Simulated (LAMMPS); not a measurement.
An MD run on a melt made from Ni (fcc), 864 atoms, at 2250 K and 2 GPa, brought to that temperature within a few picoseconds.

Method: classical MD, pair style meam, file MoCoNiVFeAlCr_2nn.meam (LAMMPS).

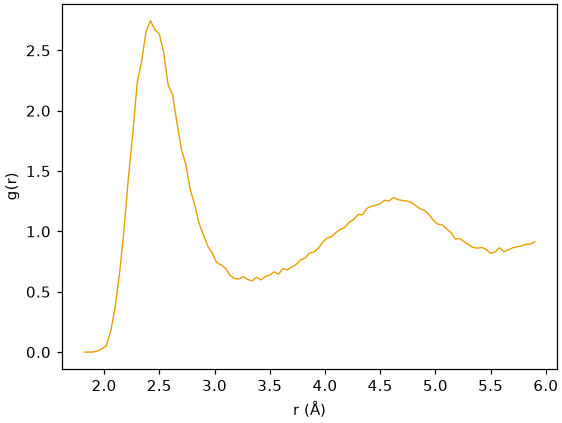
Figure. g(r) against r (Å)

Main features:
- state found: liquid
- first peak of g(r): 2.44 Å, height 2.7
- coordination number: 11.8 (counted to 3.30 Å)

Caution: a run this short can hold a crystal over, or a liquid under, the potential's own melting point, which these runs don't give.
